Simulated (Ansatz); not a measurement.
A series of calculations on CH5Al and related structures

## 1. Relaxation

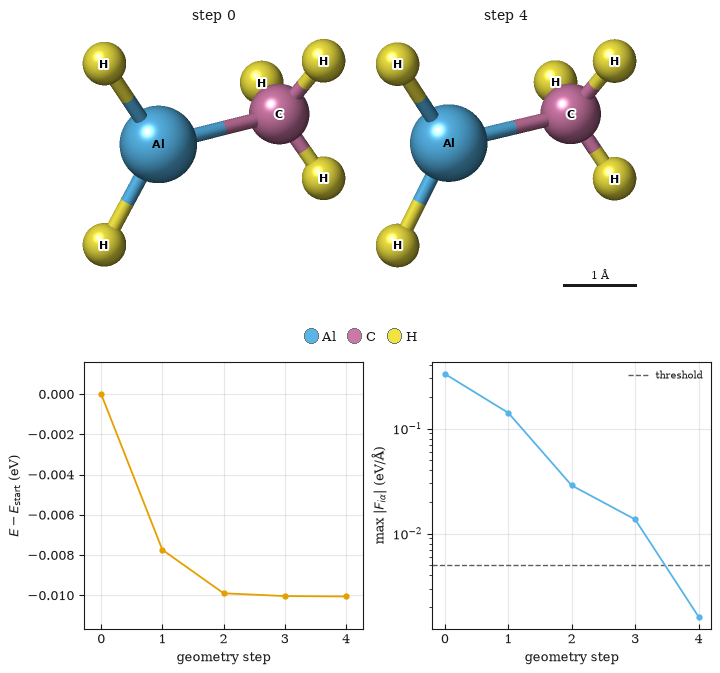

First and last geometry of a relaxation of CH₅Al, with the history of the run. A ball-and-stick model, seen at a tilt.

It is one of the separated reactants of a reaction.

All numbers below come from RKS PBE0-D4/def2-TZVP in Ansatz 0.2.0. Settings: force threshold 0.005 eV/Å; at most 200 steps.

**Did the run converge, and what did it change?**

It converged. Over 4 geometry steps the energy falls by 0.010 eV. Largest force component: 0.33 eV/Å at the start, 0.0016 eV/Å at the end. The largest move after the best rigid fit is that of the Al atom, 0.051 Å. By element the largest moves are Al 0.051 Å, H 0.029 Å, C 0.010 Å. Near-neighbour distances that change, for instance: Al–C 1.958 → 1.950 Å. Cost: 6 s on 2 threads of Arm Neoverse V1, with other jobs on the host.

## 2. Relaxation

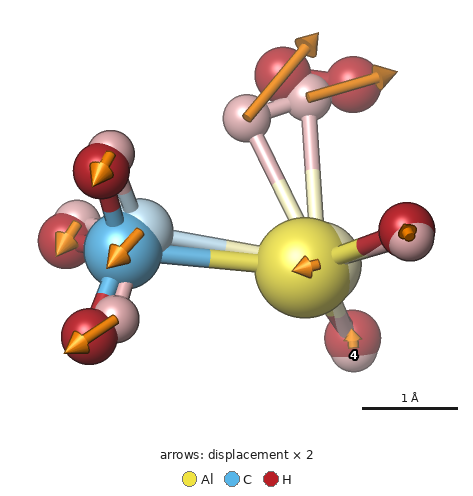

This is a relaxation of CH$_{7}$Al (started from a transition state, displaced along its imaginary mode). The starting structure is drawn faded, the final one solid; orange arrows show the displacements, magnified 2 times. The two geometries are superimposed by the best rigid fit.

The picture is a ball-and-stick view, seen at a tilt.

Theory: RKS PBE0-D4/def2-TZVP in Ansatz 0.2.0. Settings: force threshold 0.005 eV/Å; at most 200 steps.

Q: What did the optimiser do to the structure, and how much energy did it gain?

A: The atom that moves furthest after the best rigid fit is an H atom (0.67 Å). By element the largest moves are H 0.67 Å, C 0.30 Å, Al 0.16 Å. Among the contacts that change: Al–H 1.794 → 2.228 Å, Al–H 1.925 → 2.240 Å, H–H 0.723 → 0.756 Å, Al–C 1.932 → 1.958 Å. Bond angles that change, for instance: Al–C–H 98.7° → 109.0°, H–Al–H 125.4° → 118.5°, Al–C–H 118.7° → 112.9°. Over 9 accepted moves (13 points after the start) the energy falls by 60.9 kJ/mol. The largest force component goes from 2.1 to 0.0011 eV/Å. The line search rejected the trial steps at points 4, 6, 12 of the run. 1 step only repeated the SCF at the same geometry. The forces were under the threshold at step 11, but the run went on from there. The run took 19 s on 2 threads of Arm Neoverse V1, with other jobs on the host.

## 3. Reaction

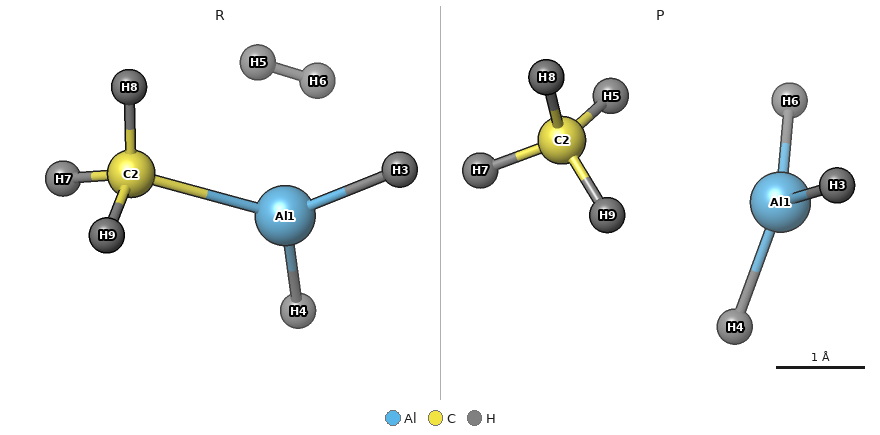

Reactant (R) and product (P) of one elementary step of CH$_{7}$Al. The picture is a ball-and-stick view, seen from a free direction.

Stationary points at PBE0-D4/def2-TZVP, single-point energies with CCSD(T)/CBS, wB97M-V, B2PLYP, RPA@PBE (def2-TZVPP where no basis is named; Ansatz 0.2.0). The energies are electronic, without zero-point or thermal terms, and both ends are the relaxed geometries reached downhill from the saddle, with any fragments still in contact. CCSD(T)/CBS stands for a frozen-core estimate: MP2 correlation extrapolated from def2-TZVPP and def2-QZVPP, CCSD(T) minus MP2 from the smaller set.

R:
```xyz
9

Al   -0.5353   -0.1950   -0.7184
C     0.4827   -0.7752    0.8499
H     0.1261   -0.2260   -2.1651
H    -2.0932    0.1060   -0.6019
H     0.1833    1.8292   -0.1272
H    -0.2171    2.0220   -0.7389
H     0.1109   -0.3412    1.7820
H     1.5507   -0.5565    0.7678
H     0.3918   -1.8631    0.9519
```

P:
```xyz
9

Al   -0.7954    0.4274   -1.2210
C     0.6585   -0.3579    1.0118
H     0.0875   -0.4831   -2.1752
H    -2.1407   -0.1425   -0.6011
H     0.5468    0.6688    0.6370
H    -0.4676    1.9768   -1.0922
H     0.2574   -0.3849    2.0233
H     1.7203   -0.5971    1.0041
H     0.1331   -1.1073    0.4132
```

> What is the transition state like, and how high is the barrier?

Counted by bonded pieces, R holds CH₅Al + H₂ and P holds AlH₃ + CH₄. From R over the saddle to P, bonds form: Al1–H6 (2.24 → 1.73 → 1.59 Å), C2–H5 (2.80 → 1.48 → 1.10 Å). Bonds break: Al1–C2 (1.96 → 2.14 → 2.78 Å), H5–H6 (0.76 → 1.06 → 2.39 Å). The saddle has one imaginary mode, 1336i cm⁻¹. The end R keeps a soft imaginary mode of 137i cm⁻¹, so it isn't quite a minimum. The end P keeps a soft imaginary mode of 56i cm⁻¹, so it isn't quite a minimum. With CCSD(T)/CBS the barrier is 117.7 kJ/mol from R and 142.9 kJ/mol from P, and P lies 25.3 kJ/mol below R.

```csv
level,barrier from R (kJ/mol),barrier from P (kJ/mol),P less R (kJ/mol)
CCSD(T)/CBS,117.7,142.9,−25.3
wB97M-V,115.8,142.2,−26.4
B2PLYP,115.2,142.9,−27.8
RPA@PBE,117.4,147.5,−30.1
```

Against CCSD(T)/CBS, RPA@PBE comes closest on the barrier from R (−0.2 kJ/mol) and B2PLYP misses most (−2.5 kJ/mol).

Saddle geometry:

```xyz
9

Al   -0.6415    0.1016   -0.9303
C     0.5046   -0.4077    0.8032
H     0.1358   -0.3529   -2.2251
H    -2.1778    0.0002   -0.5903
H     0.2698    0.9165    0.1833
H    -0.0784    1.6778   -0.4736
H     0.1370   -0.1307    1.7929
H     1.5932   -0.3373    0.7782
H     0.2572   -1.4675    0.6618
```

The saddle point in the same view, with dashed sticks for the bonds that form or break:

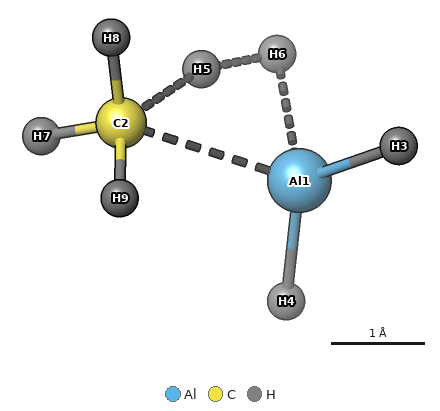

Limits of the set-up: the start holds two separate molecules, 2.2 Å apart at their closest, whose relative position is a soft coordinate.

## 4. Path

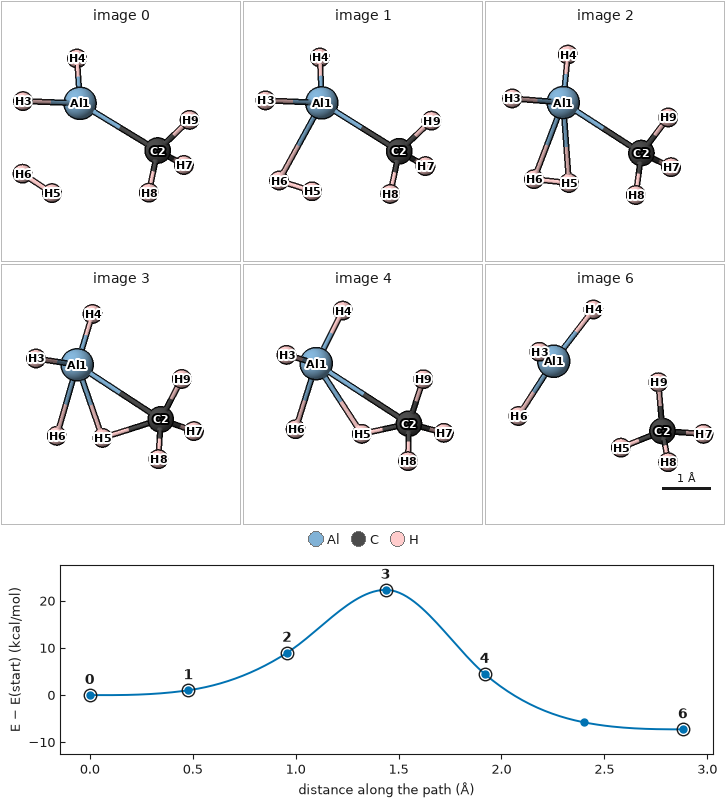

NEB run on CH₇Al, made up of CH$_{5}$Al and H2. Images are numbered from 0 (start) to 6 (end). Style: ball-and-stick. Shown at a tilt.

These are results of RKS PBE0-D4/def2-SVP in Ansatz, not measurements.

Input file:
```yaml
crystal:
  periodic: [false, false, false]
  atoms:
    - {symbol: Al, position_ang: [-0.535490, -0.191802, -0.719187]}
    - {symbol: C, position_ang: [0.480760, -0.778712, 0.847836]}
    - {symbol: H, position_ang: [0.126304, -0.219952, -2.165733]}
    - {symbol: H, position_ang: [-2.092787, 0.112150, -0.602223]}
    - {symbol: H, position_ang: [0.187241, 1.829129, -0.121838]}
    - {symbol: H, position_ang: [-0.212559, 2.024576, -0.733082]}
    - {symbol: H, position_ang: [0.109626, -0.346611, 1.780984]}
    - {symbol: H, position_ang: [1.549245, -0.561983, 0.766667]}
    - {symbol: H, position_ang: [0.387560, -1.866695, 0.946575]}
basis:
  gaussian: {orbitals: def2-SVP}
hamiltonian: {xc: pbe0, dispersion: d4}
neb:
  images: 5
  climbing: true
  max_iterations: 40
  initial_path: idpp
  final_atoms:
    - {symbol: Al, position_ang: [-0.792962, 0.436110, -1.219499]}
    - {symbol: C, position_ang: [0.656454, -0.365131, 1.010603]}
    - {symbol: H, position_ang: [0.087820, -0.472433, -2.177472]}
    - {symbol: H, position_ang: [-2.140643, -0.132510, -0.603621]}
    - {symbol: H, position_ang: [0.548459, 0.663845, 0.640864]}
    - {symbol: H, position_ang: [-0.460178, 1.983741, -1.082665]}
    - {symbol: H, position_ang: [0.254382, -0.395910, 2.021518]}
    - {symbol: H, position_ang: [1.717432, -0.607808, 1.002557]}
    - {symbol: H, position_ang: [0.129136, -1.109803, 0.407715]}
```

Command:
```bash
ansatz run in.yaml --threads 2 --pin off --events-out ev --progress --plain --max-ram 4352MiB
```

Q: Describe the mechanism and the energy profile.

A: Forward barrier 22.3 kcal/mol, backward barrier 29.6 kcal/mol, with image 3 at the top; the reaction energy is −7.3 kcal/mol. Breaking: Al1–C2 (1.96 → 2.14 at the top → 2.78 Å), H5–H6 (0.76 → 1.07 at the top → 2.39 Å). Forming: Al1–H6 (2.24 → 1.74 at the top → 1.59 Å), C2–H5 (2.80 → 1.49 at the top → 1.10 Å). The band converged in 9 iterations. The largest component of the band force went from 2.6 to 0.023 eV/Å. The climbing image converged on the top of the path. Its curvatures weren't checked. The largest force component is 0.34 eV/Å at the start and 0.30 eV/Å at the end; an end with forces this large is no minimum, and the barrier measured from it can be far off.

Limits of the set-up: the start holds two separate molecules, 2.2 Å apart at their closest, whose relative position is a soft coordinate.

Cost: 66 s on 2 threads of Arm Neoverse V1 (shared host).
